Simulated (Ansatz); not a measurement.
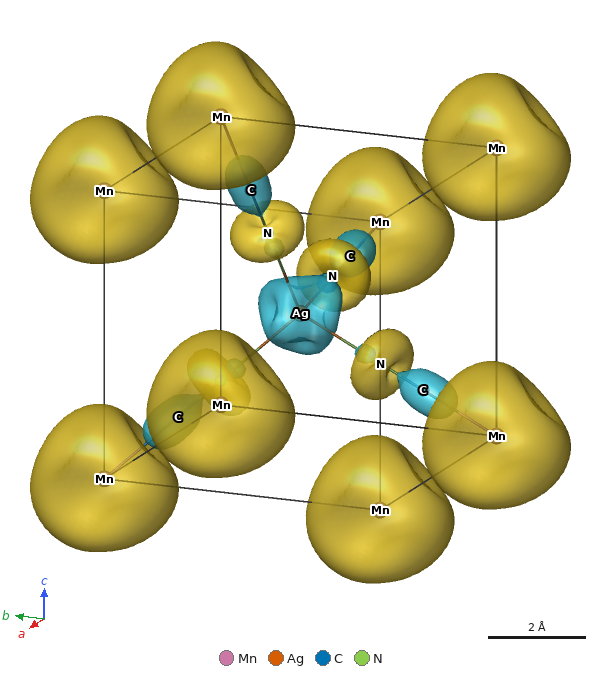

*MnAgC$_{4}$N$_{4}$. Isosurfaces of the spin density at +0.02 (yellow) and −0.02 e/Å³ (cyan), seen at an oblique angle. Sticks mark near contacts.*

Space group P-43m; a structure generated by program, which may or may not match a known phase; spin-polarised.

The calculation used Ansatz 0.2.0, DFT PBE, scalar-relativistic, plane waves, PAW.

Question: Where is the spin, and how is it ordered?

Answer: The spin density sits on Mn: +3.2 μB in one cell of 10 atoms, with smaller moments on other sites: Ag (up to −0.14 μB): parallel main moments, as they must be, since the calculation's own cell holds one magnetic site. The cell of the calculation (10 atoms) carries 4.0 μB of net spin moment.
